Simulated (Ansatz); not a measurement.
```xyz
5

B    -0.9241   -1.1580    0.0676
B     0.6356   -0.7263    0.1805
B    -0.8590    0.4463   -0.1641
H    -0.5087    1.5682   -0.2911
H     1.6562   -0.1303    0.2072
```

Geometry: r2SCAN-D4/def2-TZVP.

The calculation used UKS PBE0-D4/def2-TZVP (Ansatz 0.2.0).

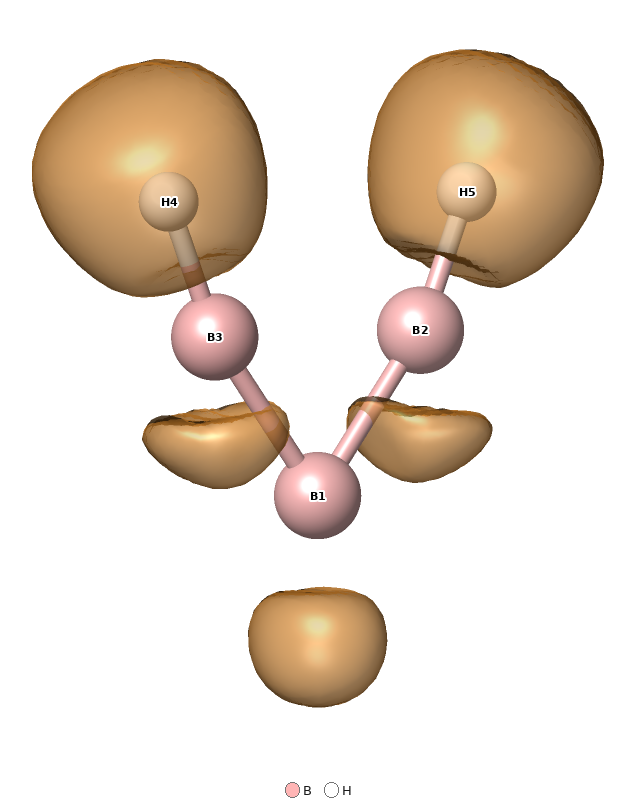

B$_{3}$H$_{2}$ (quartet). Isosurface of the ELF at 0.9 (orange), seen at a tilt. Core shells and regions of very low density are left out.

### What do the ELF domains correspond to?

The surface consists of two regions between bonded B–B atoms (shared pairs), two regions around hydrogen nuclei and one lobe on B, pointing away from the bonds (non-bonding electrons). Profiles from the grid: B–B (1.62 Å): the ELF peaks at about 0.95 between the atoms: a covalent bond. B–H (1.18 Å): the ELF climbs to about 1 towards the hydrogen, as it does in any bond to H (an ordinary covalent bond to hydrogen).
